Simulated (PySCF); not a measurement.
SMILES [CH2](C)[Ga]([CH2]C)[CH2]C (C₆H₁₅Ga) at its GFN2-xTB optimised geometry (Å):

```
22

Ga    -0.3615     0.0103     0.0000
C      1.7185     0.0103     0.0000
C      2.2908    -1.4050     0.1176
H      2.0809     0.6272     0.8324
H      2.0936     0.4854    -0.9152
H      1.9765    -2.0173    -0.7290
H      1.9373    -1.8880     1.0302
H      3.3818    -1.3929     0.1405
C     -1.3778     1.8246     0.0000
C     -2.8450     1.6562    -0.4057
H     -0.8806     2.5267    -0.6816
H     -1.3256     2.2814     0.9965
H     -3.3487     0.9522     0.2589
H     -2.9204     1.2687    -1.4230
H     -3.3818     2.6054    -0.3626
C     -1.4302    -1.7662     0.0878
C     -1.9133    -2.0494     1.5169
H     -0.8135    -2.6054    -0.2566
H     -2.3002    -1.7196    -0.5795
H     -2.5340    -1.2305     1.8849
H     -1.0662    -2.1570     2.1965
H     -2.5022    -2.9673     1.5600
```

Computed with PBE0/def2-SVP in PySCF.

Map of the log10 of the electron density (e/bohr³), floored at −4 on the plane z = 0.8 Å:

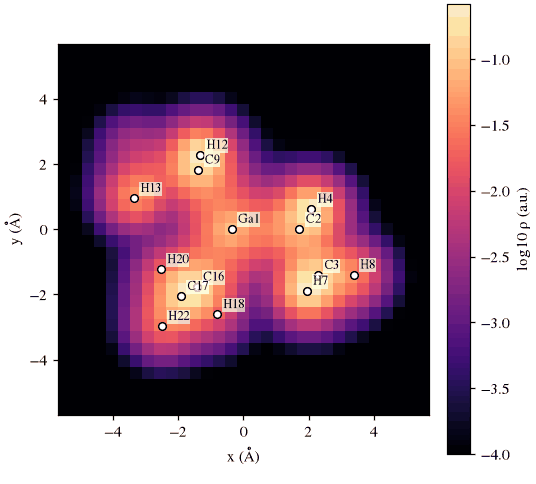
Log10 of the electron density (e/bohr³), floored at −4 on the plane z = 0.8 Å.
